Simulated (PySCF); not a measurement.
**NH (triplet): the SCF solver's settings**

The same problem is solved with other solver options, one edit a run.

Method: method and basis as typed in the scripts; program: PySCF 2.14.0.

2 further runs of the same task are left out: 2 that didn't finish.

## (1) Starting geometry

NH (triplet): 2 atoms, charge 0, spin multiplicity 3.

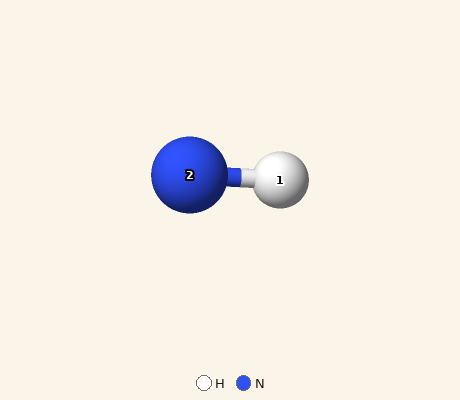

The starting geometry (hydrogen white, nitrogen blue); atoms are numbered from 1 in the order of the file.

## (2) The run that the others are compared with

input.py

```python
from pyscf import gto, scf

mol = gto.M(
    atom='H 0 0 0; N 0 0 0.975',
    basis='crenbl',
    ecp={'N': 'crenbl'},
    charge=0,
    spin=2,
    symmetry=True,
    verbose=4,
)
mf = scf.UHF(mol)
mf = mf.density_fit(auxbasis='def2-universal-jkfit')
mf.kernel()
mf.mulliken_pop()
mf.dip_moment()
print('orbital energies (hartree):', [e[max(0, n-3):n+3].round(4) for e, n in zip(mf.mo_energy, mol.nelec)])
```

Command:

```sh
python input.py
```

The log of this run is left out.

Base result: E(SCF) = -10.183114 Eh, 10 cycles, ⟨S²⟩ = 2.014, μ = 1.99 D.

The bond length is a typed value, not an optimised one. The triplet is typed in the script; nothing here shows that it is the ground state.

## (3) Initial guess random

Variant 1 changes initial guess: minao → random.

input.py, as its differences from that of step 2:

```diff
@@ -13,2 +13,3 @@
 mf = mf.density_fit(auxbasis='def2-universal-jkfit')
+mf.init_guess = 'random'
 mf.kernel()
```

Command:

```sh
python input.py
```

What it wrote, shortened:

```text
[lines on the frontier levels of each cycle are left out]
PySCF version 2.14.0

[INPUT] verbose = 4
[INPUT] num. atoms = 2
[INPUT] num. electrons = 6
[INPUT] charge = 0
[INPUT] spin (= nelec alpha-beta = 2S) = 2
[INPUT] symmetry True subgroup None
[INPUT] Mole.unit = angstrom
[INPUT] Symbol           X                Y                Z      unit          X                Y                Z       unit  Magmom
[INPUT]  1 H      0.000000000000   0.000000000000   0.000000000000 AA    0.000000000000   0.000000000000   0.000000000000 Bohr   0.0
[INPUT]  2 N      0.000000000000   0.000000000000   0.975000000000 AA    0.000000000000   0.000000000000   1.842482971451 Bohr   0.0

nuclear repulsion = 2.71372928676923
point group symmetry = Coov
symmetry origin: [0.        0.        1.6121726]
symmetry axis x: [1. 0. 0.]
symmetry axis y: [0. 1. 0.]
symmetry axis z: [0. 0. 1.]
num. orbitals of irrep A1 = 12
num. orbitals of irrep E1x = 4
num. orbitals of irrep E1y = 4
number of shells = 12
number of NR pGTOs = 20
number of NR cGTOs = 20
basis = crenbl
ecp = {'N': 'crenbl'}

******** <class 'pyscf.df.df_jk.DFSymAdaptedUHF'> ********
method = DFSymAdaptedUHF
initial guess = random
damping factor = 0
level_shift factor = 0
DIIS = <class 'pyscf.scf.diis.CDIIS'>
diis_start_cycle = 1
diis_space = 8
diis_damp = 0
SCF conv_tol = 1e-09
SCF conv_tol_grad = None
SCF max_cycles = 50
direct_scf = False
number electrons alpha = 4  beta = 2
Freeze 0 electrons in irreps []
    6 free electrons in irreps A1 E1x E1y
Set gradient conv threshold to 3.16228e-05
******** <class 'pyscf.df.df.DF'> ********
auxbasis = def2-universal-jkfit
init E= -6.47648390860748

cycle= 1 E= -10.1544032826546  delta_E= -3.68  |g|= 0.274  |ddm|= 0.984
cycle= 2 E= -10.1795434385512  delta_E= -0.0251  |g|= 0.0656  |ddm|= 0.21
cycle= 3 E= -10.1822044774423  delta_E= -0.00266  |g|= 0.0251  |ddm|= 0.0799
cycle= 4 E= -10.182901604249  delta_E= -0.000697  |g|= 0.0112  |ddm|= 0.0394
cycle= 5 E= -10.1830937037946  delta_E= -0.000192  |g|= 0.00297  |ddm|= 0.0323
cycle= 6 E= -10.183111987133  delta_E= -1.83e-05  |g|= 0.000997  |ddm|= 0.0115
cycle= 7 E= -10.1831144389492  delta_E= -2.45e-06  |g|= 0.00018  |ddm|= 0.00524
cycle= 8 E= -10.1831144913927  delta_E= -5.24e-08  |g|= 4.99e-05  |ddm|= 0.000458
cycle= 9 E= -10.1831144945922  delta_E= -3.2e-09  |g|= 5.02e-06  |ddm|= 0.000164
cycle= 10 E= -10.1831144946212  delta_E= -2.9e-11  |g|= 9.59e-07  |ddm|= 1.89e-05
Extra cycle  E= -10.1831144946223  delta_E= -1.11e-12  |g|= 3.82e-07  |ddm|= 2.36e-06
converged SCF energy = -10.1831144946223  <S^2> = 2.0141257  2S+1 = 3.0094024
 ** Mulliken pop       alpha | beta **
pop of  0 H 1s        0.00332 | 0.00389
pop of  0 H 2s        0.06522 | 0.08012
pop of  0 H 3s        0.23652 | 0.32521
pop of  0 H 4s        0.03523 | 0.06679
pop of  1 N 2s       -0.03174 | -0.02732
pop of  1 N 3s        0.51470 | 0.43847
pop of  1 N 4s        0.23850 | 0.18120
pop of  1 N 5s        0.26557 | 0.31892
pop of  1 N 2px       0.01681 | 0.00000
pop of  1 N 2py       0.01681 | 0.00000
pop of  1 N 2pz       0.01138 | 0.00962
pop of  1 N 3px       0.18435 | 0.00000
pop of  1 N 3py       0.18435 | 0.00000
pop of  1 N 3pz       0.12854 | 0.10935
pop of  1 N 4px       0.48275 | 0.00000
pop of  1 N 4py       0.48275 | 0.00000
pop of  1 N 4pz       0.37130 | 0.31481
pop of  1 N 5px       0.31609 | 0.00000
pop of  1 N 5py       0.31609 | 0.00000
pop of  1 N 5pz       0.16147 | 0.17894
In total             4.00000 | 2.00000
 ** Mulliken atomic charges   ( Nelec_alpha | Nelec_beta ) **
charge of  0H =      0.18369  (     0.34029      0.47602 )
charge of  1N =     -0.18369  (     3.65971      1.52398 )
Dipole moment(X, Y, Z, Debye):  0.00000,  0.00000, -1.99153
orbital energies (hartree): [array([-0.5952, -0.5461, -0.5461,  0.1813,  0.5011,  0.6368]), array([-0.952 , -0.4898,  0.1379,  0.1379,  0.1992])]
```

Wall time 0.68 s (1 thread, shared host).

Result: E(SCF) = -10.183114 Eh (no change), 10 cycles, ⟨S²⟩ = 2.014, μ = 1.99 D.

## (4) Smearing width 0.001 hartree

Variant 2 changes smearing width: none → 0.001 hartree.

input.py, as its differences from that of step 2:

```diff
@@ -13,2 +13,3 @@
 mf = mf.density_fit(auxbasis='def2-universal-jkfit')
+mf = scf.addons.smearing_(mf, sigma=0.001, method='fermi')
 mf.kernel()
```

Command:

```sh
python input.py
```

What it wrote:

```text
[... 28 set-up lines left out, the same as in an earlier log ...]
******** <class 'pyscf.scf.smearing.SmearingDFSymAdaptedUHF'> ********
method = SmearingDFSymAdaptedUHF
initial guess = minao
[... 16 set-up lines left out, the same as in an earlier log ...]
init E= -6.47648390860748
    sigma = 0.001  Optimized mu = -0.215790997917  entropy = 2.77258872224
    Total E(T) = -9.82230122466631  Free energy = -9.82507381338855  E0 = -9.82368751902743
cycle= 1 E= -9.82230122466631  delta_E= -3.35  |g|= 0.291  |ddm|= 0.843
    sigma = 0.001  Optimized mu = -0.23949230834  entropy = 2.77258872224
    Total E(T) = -9.83333942118692  Free energy = -9.83611200990916  E0 = -9.83472571554804
cycle= 2 E= -9.83333942118692  delta_E= -0.011  |g|= 0.0789  |ddm|= 0.143
    sigma = 0.001  Optimized mu = -0.206886496879  entropy = 2.77258872224
    Total E(T) = -9.83421206273125  Free energy = -9.83698465145349  E0 = -9.83559835709237
cycle= 3 E= -9.83421206273125  delta_E= -0.000873  |g|= 0.0281  |ddm|= 0.0387
    sigma = 0.001  Optimized mu = -0.213053448404  entropy = 2.77258872224
    Total E(T) = -9.83433807370416  Free energy = -9.8371106624264  E0 = -9.83572436806528
cycle= 4 E= -9.83433807370416  delta_E= -0.000126  |g|= 0.00459  |ddm|= 0.0123
    sigma = 0.001  Optimized mu = -0.211288673405  entropy = 2.77258872224
    Total E(T) = -9.83435308644437  Free energy = -9.83712567516661  E0 = -9.83573938080549
cycle= 5 E= -9.83435308644437  delta_E= -1.5e-05  |g|= 0.000592  |ddm|= 0.00559
    sigma = 0.001  Optimized mu = -0.211238780412  entropy = 2.77258872224
    Total E(T) = -9.83435333603509  Free energy = -9.83712592475733  E0 = -9.83573963039622
cycle= 6 E= -9.83435333603509  delta_E= -2.5e-07  |g|= 6.48e-05  |ddm|= 0.000917
    sigma = 0.001  Optimized mu = -0.211234206407  entropy = 2.77258872224
    Total E(T) = -9.83435333746559  Free energy = -9.83712592618783  E0 = -9.83573963182671
cycle= 7 E= -9.83435333746559  delta_E= -1.43e-09  |g|= 4.63e-06  |ddm|= 9.37e-05
    sigma = 0.001  Optimized mu = -0.211234062609  entropy = 2.77258872224
    Total E(T) = -9.83435333748274  Free energy = -9.83712592620498  E0 = -9.83573963184386
cycle= 8 E= -9.83435333748274  delta_E= -1.72e-11  |g|= 5.65e-07  |ddm|= 1.42e-05
    sigma = 0.001  Optimized mu = -0.211233956499  entropy = 2.77258872224
    Total E(T) = -9.83435333748288  Free energy = -9.83712592620512  E0 = -9.835739631844
Extra cycle  E= -9.83435333748288  delta_E= -1.46e-13  |g|= 2.46e-07  |ddm|= 9.89e-07
converged SCF energy = -9.83435333748288  <S^2> = -1.5987212e-14  2S+1 = 1
 ** Mulliken pop       alpha | beta **
pop of  0 H 1s        0.00350 | 0.00350
pop of  0 H 2s        0.07137 | 0.07137
pop of  0 H 3s        0.26804 | 0.26804
pop of  0 H 4s        0.03871 | 0.03871
pop of  1 N 2s       -0.03051 | -0.03051
pop of  1 N 3s        0.49830 | 0.49830
pop of  1 N 4s        0.21140 | 0.21140
pop of  1 N 5s        0.27728 | 0.27728
pop of  1 N 2px       0.00666 | 0.00666
pop of  1 N 2py       0.00666 | 0.00666
pop of  1 N 2pz       0.01150 | 0.01150
pop of  1 N 3px       0.07518 | 0.07518
pop of  1 N 3py       0.07518 | 0.07518
pop of  1 N 3pz       0.12929 | 0.12929
pop of  1 N 4px       0.19597 | 0.19597
pop of  1 N 4py       0.19597 | 0.19597
pop of  1 N 4pz       0.36264 | 0.36264
pop of  1 N 5px       0.22220 | 0.22220
pop of  1 N 5py       0.22220 | 0.22220
pop of  1 N 5pz       0.15848 | 0.15848
In total             3.00000 | 3.00000
 ** Mulliken atomic charges   ( Nelec_alpha | Nelec_beta ) **
charge of  0H =      0.23674  (     0.38163      0.38163 )
charge of  1N =     -0.23674  (     2.61837      2.61837 )
Dipole moment(X, Y, Z, Debye):  0.00000,  0.00000, -2.12773
orbital energies (hartree): [array([-0.5872, -0.2112, -0.2112,  0.1778,  0.5087,  0.6343]), array([-1.1124, -0.5872, -0.2112, -0.2112,  0.1778])]
```

It took 0.71 s on 1 thread, shared host.

This run: E(SCF) = -9.834353 Eh, 8 cycles, ⟨S²⟩ = 0.000, μ = 2.13 D.

Smearing with one chemical potential does not keep the typed spin. The energy is that at the smeared occupations, without the entropy term. Smearing with one chemical potential need not keep the typed spin, and ⟨S²⟩ has no meaning at fractional occupations. Both spins end with the same levels: the smearing has lost the typed open shell.

## (5) Second-order solver on

Variant 3 changes second-order solver: off → on.

input.py, as its differences from that of step 2:

```diff
@@ -13,2 +13,3 @@
 mf = mf.density_fit(auxbasis='def2-universal-jkfit')
+mf = mf.newton()
 mf.kernel()
```

Command:

```sh
python input.py
```

What it wrote, shortened:

```text
[... 30 set-up lines left out, the same as in an earlier log ...]
******** <class 'pyscf.soscf.newton_ah.SecondOrderDFSymAdaptedUHF'> ********
method = SecondOrderDFSymAdaptedUHF
[... 12 set-up lines left out, the same as in an earlier log ...]
******** <class 'pyscf.df.df_jk.DFSymAdaptedUHF'> Newton solver flags ********
SCF tol = 1e-09
conv_tol_grad = None
max. SCF cycles = 50
[... 1 set-up line left out, the same as in an earlier log ...]
max_cycle_inner = 12
max_stepsize = 0.05
ah_start_tol = 1e+09
ah_level_shift = 0
ah_conv_tol = 1e-12
ah_lindep = 1e-14
ah_start_cycle = 1
ah_max_cycle = 40
ah_grad_trust_region = 2.5
kf_interval = 4
kf_trust_region = 5
canonicalization = True
Set conv_tol_grad to 3.16228e-05
[... 2 set-up lines left out, the same as in an earlier log ...]
[... 1 set-up line left out, the same as in an earlier log ...]
[... 1 set-up line left out, the same as in an earlier log ...]
[... 1 set-up line left out, the same as in an earlier log ...]
[... 1 set-up line left out, the same as in an earlier log ...]
Initial guess E= -10.1544032826546  |g|= 0.274405
macro= 0  E= -10.1831144946073  delta_E= -0.0287112  |g|= 4.87306e-05  4 KF 15 JK
macro= 1  E= -10.1831144946081  delta_E= -8.22453e-13  |g|= 3.7449e-06  1 KF 2 JK
Canonicalize SCF orbitals
macro X = 2  E=-10.1831144946081  |g|= 3.7449e-06  total 6 KF 20 JK
converged SCF energy = -10.1831144946081  <S^2> = 2.0141253  2S+1 = 3.0094021
 ** Mulliken pop       alpha | beta **
pop of  0 H 1s        0.00332 | 0.00389
pop of  0 H 2s        0.06522 | 0.08012
pop of  0 H 3s        0.23652 | 0.32521
pop of  0 H 4s        0.03523 | 0.06679
pop of  1 N 2s       -0.03174 | -0.02732
pop of  1 N 3s        0.51470 | 0.43846
pop of  1 N 4s        0.23850 | 0.18121
pop of  1 N 5s        0.26557 | 0.31892
pop of  1 N 2px       0.01681 | 0.00000
pop of  1 N 2py       0.01681 | 0.00000
pop of  1 N 2pz       0.01138 | 0.00962
pop of  1 N 3px       0.18435 | 0.00000
pop of  1 N 3py       0.18435 | 0.00000
pop of  1 N 3pz       0.12854 | 0.10935
pop of  1 N 4px       0.48275 | 0.00000
pop of  1 N 4py       0.48275 | 0.00000
pop of  1 N 4pz       0.37130 | 0.31481
pop of  1 N 5px       0.31609 | 0.00000
pop of  1 N 5py       0.31609 | 0.00000
pop of  1 N 5pz       0.16147 | 0.17894
In total             4.00000 | 2.00000
 ** Mulliken atomic charges   ( Nelec_alpha | Nelec_beta ) **
charge of  0H =      0.18369  (     0.34029      0.47602 )
charge of  1N =     -0.18369  (     3.65971      1.52398 )
Dipole moment(X, Y, Z, Debye):  0.00000,  0.00000, -1.99152
orbital energies (hartree): [array([-0.5952, -0.5461, -0.5461,  0.1813,  0.5011,  0.6368]), array([-0.952 , -0.4898,  0.1379,  0.1379,  0.1992])]
```

Run time: 0.65 s. Hardware: 1 thread, shared host.

Result: E(SCF) = -10.183114 Eh (no change), 2 macro-iterations, ⟨S²⟩ = 2.014, μ = 1.99 D.

## (6) Point-group symmetry off

Variant 4 changes point-group symmetry: on → off.

input.py, as its differences from that of step 2:

```diff
@@ -8,3 +8,2 @@
     spin=2,
-    symmetry=True,
     verbose=4,
```

Command:

```sh
python input.py
```

What it wrote:

```text
[... 7 set-up lines left out, the same as in an earlier log ...]
[INPUT] symmetry False subgroup None
[... 12 set-up lines left out, the same as in an earlier log ...]
******** <class 'pyscf.df.df_jk.DFUHF'> ********
method = DFUHF
[... 15 set-up lines left out, the same as in an earlier log ...]
init E= -6.47648390860748
[... the frontier-level lines of each cycle are left out ...]

cycle= 1 E= -10.1544032826546  delta_E= -3.68  |g|= 0.274  |ddm|= 0.984
cycle= 2 E= -10.1795434385511  delta_E= -0.0251  |g|= 0.0656  |ddm|= 0.21
cycle= 3 E= -10.1822044774423  delta_E= -0.00266  |g|= 0.0251  |ddm|= 0.0799
cycle= 4 E= -10.1829016042489  delta_E= -0.000697  |g|= 0.0112  |ddm|= 0.0394
cycle= 5 E= -10.1830937037946  delta_E= -0.000192  |g|= 0.00297  |ddm|= 0.0323
cycle= 6 E= -10.183111987133  delta_E= -1.83e-05  |g|= 0.000997  |ddm|= 0.0115
cycle= 7 E= -10.1831144389491  delta_E= -2.45e-06  |g|= 0.00018  |ddm|= 0.00524
cycle= 8 E= -10.1831144913927  delta_E= -5.24e-08  |g|= 4.99e-05  |ddm|= 0.000458
cycle= 9 E= -10.1831144945922  delta_E= -3.2e-09  |g|= 5.02e-06  |ddm|= 0.000164
cycle= 10 E= -10.1831144946212  delta_E= -2.9e-11  |g|= 9.59e-07  |ddm|= 1.89e-05
Extra cycle  E= -10.1831144946223  delta_E= -1.11e-12  |g|= 3.82e-07  |ddm|= 2.36e-06
converged SCF energy = -10.1831144946223  <S^2> = 2.0141257  2S+1 = 3.0094024
 ** Mulliken pop       alpha | beta **
pop of  0 H 1s        0.00332 | 0.00389
pop of  0 H 2s        0.06522 | 0.08012
pop of  0 H 3s        0.23652 | 0.32521
pop of  0 H 4s        0.03523 | 0.06679
pop of  1 N 2s       -0.03174 | -0.02732
pop of  1 N 3s        0.51470 | 0.43847
pop of  1 N 4s        0.23850 | 0.18120
pop of  1 N 5s        0.26557 | 0.31892
pop of  1 N 2px       0.01681 | 0.00000
pop of  1 N 2py       0.01681 | 0.00000
pop of  1 N 2pz       0.01138 | 0.00962
pop of  1 N 3px       0.18435 | 0.00000
pop of  1 N 3py       0.18435 | 0.00000
pop of  1 N 3pz       0.12854 | 0.10935
pop of  1 N 4px       0.48275 | 0.00000
pop of  1 N 4py       0.48275 | 0.00000
pop of  1 N 4pz       0.37130 | 0.31481
pop of  1 N 5px       0.31609 | 0.00000
pop of  1 N 5py       0.31609 | 0.00000
pop of  1 N 5pz       0.16147 | 0.17894
In total             4.00000 | 2.00000
 ** Mulliken atomic charges   ( Nelec_alpha | Nelec_beta ) **
charge of  0H =      0.18369  (     0.34029      0.47602 )
charge of  1N =     -0.18369  (     3.65971      1.52398 )
Dipole moment(X, Y, Z, Debye): -0.00000,  0.00000, -1.99153
orbital energies (hartree): [array([-0.5952, -0.5461, -0.5461,  0.1813,  0.5011,  0.6368]), array([-0.952 , -0.4898,  0.1379,  0.1379,  0.1992])]
```

Wall time 0.66 s (1 thread, shared host).

Outcome: E(SCF) = -10.183114 Eh (no change), 10 cycles, ⟨S²⟩ = 2.014, μ = 1.99 D.

## (7) DIIS space off

Variant 5 changes DIIS space: default → off.

input.py, as its differences from that of step 2:

```diff
@@ -13,2 +13,3 @@
 mf = mf.density_fit(auxbasis='def2-universal-jkfit')
+mf.diis = False
 mf.kernel()
```

Command:

```sh
python input.py
```

What it wrote:

```text
[lines on the frontier levels of each cycle are left out]
[... 33 set-up lines left out, the same as in an earlier log ...]
DIIS disabled
[... 10 set-up lines left out, the same as in an earlier log ...]
init E= -6.47648390860748

cycle= 1 E= -10.1544032826546  delta_E= -3.68  |g|= 0.274  |ddm|= 0.984
cycle= 2 E= -10.1795434385512  delta_E= -0.0251  |g|= 0.0656  |ddm|= 0.21
cycle= 3 E= -10.1822775797413  delta_E= -0.00273  |g|= 0.0252  |ddm|= 0.0876
cycle= 4 E= -10.1828451637657  delta_E= -0.000568  |g|= 0.0131  |ddm|= 0.0293
cycle= 5 E= -10.1830144987306  delta_E= -0.000169  |g|= 0.00744  |ddm|= 0.0193
cycle= 6 E= -10.183074467197  delta_E= -6e-05  |g|= 0.00453  |ddm|= 0.0111
cycle= 7 E= -10.1830977636813  delta_E= -2.33e-05  |g|= 0.00284  |ddm|= 0.00743
cycle= 8 E= -10.1831073191652  delta_E= -9.56e-06  |g|= 0.00182  |ddm|= 0.00481
cycle= 9 E= -10.1831113698066  delta_E= -4.05e-06  |g|= 0.00118  |ddm|= 0.00318
cycle= 10 E= -10.1831131213243  delta_E= -1.75e-06  |g|= 0.000777  |ddm|= 0.00209
cycle= 11 E= -10.1831138877687  delta_E= -7.66e-07  |g|= 0.000513  |ddm|= 0.00138
cycle= 12 E= -10.1831142255666  delta_E= -3.38e-07  |g|= 0.00034  |ddm|= 0.000911
cycle= 13 E= -10.1831143750918  delta_E= -1.5e-07  |g|= 0.000226  |ddm|= 0.000603
cycle= 14 E= -10.1831144414536  delta_E= -6.64e-08  |g|= 0.00015  |ddm|= 0.000399
cycle= 15 E= -10.183114470954  delta_E= -2.95e-08  |g|= 0.0001  |ddm|= 0.000265
cycle= 16 E= -10.1831144840812  delta_E= -1.31e-08  |g|= 6.67e-05  |ddm|= 0.000176
cycle= 17 E= -10.1831144899263  delta_E= -5.85e-09  |g|= 4.45e-05  |ddm|= 0.000117
cycle= 18 E= -10.1831144925299  delta_E= -2.6e-09  |g|= 2.97e-05  |ddm|= 7.75e-05
cycle= 19 E= -10.1831144936899  delta_E= -1.16e-09  |g|= 1.98e-05  |ddm|= 5.16e-05
cycle= 20 E= -10.1831144942069  delta_E= -5.17e-10  |g|= 1.32e-05  |ddm|= 3.43e-05
Extra cycle  E= -10.1831144944372  delta_E= -2.3e-10  |g|= 8.82e-06  |ddm|= 2.29e-05
converged SCF energy = -10.1831144944372  <S^2> = 2.0141214  2S+1 = 3.0093995
 ** Mulliken pop       alpha | beta **
pop of  0 H 1s        0.00332 | 0.00389
pop of  0 H 2s        0.06522 | 0.08012
pop of  0 H 3s        0.23653 | 0.32520
pop of  0 H 4s        0.03524 | 0.06679
pop of  1 N 2s       -0.03174 | -0.02732
pop of  1 N 3s        0.51470 | 0.43847
pop of  1 N 4s        0.23850 | 0.18120
pop of  1 N 5s        0.26557 | 0.31892
pop of  1 N 2px       0.01681 | 0.00000
pop of  1 N 2py       0.01681 | 0.00000
pop of  1 N 2pz       0.01138 | 0.00962
pop of  1 N 3px       0.18435 | 0.00000
pop of  1 N 3py       0.18435 | 0.00000
pop of  1 N 3pz       0.12853 | 0.10935
pop of  1 N 4px       0.48275 | 0.00000
pop of  1 N 4py       0.48275 | 0.00000
pop of  1 N 4pz       0.37129 | 0.31482
pop of  1 N 5px       0.31609 | 0.00000
pop of  1 N 5py       0.31609 | 0.00000
pop of  1 N 5pz       0.16147 | 0.17894
In total             4.00000 | 2.00000
 ** Mulliken atomic charges   ( Nelec_alpha | Nelec_beta ) **
charge of  0H =      0.18370  (     0.34030      0.47600 )
charge of  1N =     -0.18370  (     3.65970      1.52400 )
Dipole moment(X, Y, Z, Debye):  0.00000,  0.00000, -1.99154
orbital energies (hartree): [array([-0.5952, -0.5461, -0.5461,  0.1813,  0.5011,  0.6367]), array([-0.952 , -0.4898,  0.1379,  0.1379,  0.1992])]
```

Wall time 0.71 s (1 thread, shared host).

Result: E(SCF) = -10.183114 Eh (no change), 20 cycles, ⟨S²⟩ = 2.014, μ = 1.99 D.

## (8) Side by side

| run | E(SCF) (hartree) | from base (eV) | cycles | gap, α spin (eV) | SCF dipole (D) |
| --- | --- | --- | --- | --- | --- |
| base | -10.183114 | 0 | 10 | 19.79 | 1.99 |
| initial guess random | -10.183114 | 0.0000 | 10 | 19.79 | 1.99 |
| smearing width 0.001 hartree | -9.834353 | not comparable | 8 | n/a | 2.13 |
| second-order solver on | -10.183114 | 0.0000 | 2 macro | 19.79 | 1.99 |
| point-group symmetry off | -10.183114 | 0.0000 | 10 | 19.79 | 1.99 |
| DIIS space off | -10.183114 | 0.0000 | 20 | 19.79 | 1.99 |

Wall time on 1 thread, shared host, start-up included: base 0.67 s; initial guess random 0.68 s; smearing width 0.001 hartree 0.71 s; second-order solver on 0.65 s; point-group symmetry off 0.66 s; DIIS space off 0.71 s.

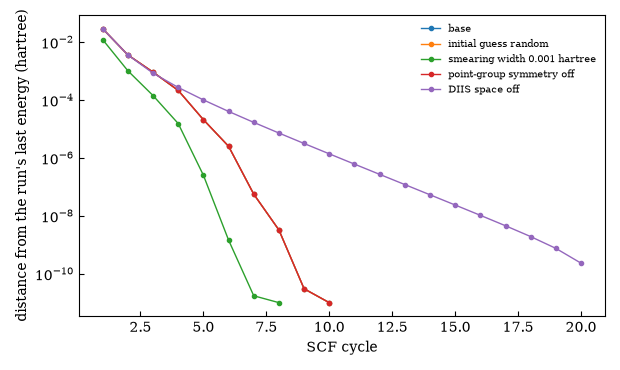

Convergence of the SCF energy, run by run.

What this shows: The SCF energy stays the same, to the digits that matter, with initial guess random or second-order solver on or point-group symmetry off or DIIS space off. PySCF falls back to minao for a guess that it doesn't know or can't read, so that run repeats the base. The base needs 10 cycles and the run with DIIS space off needs 20.
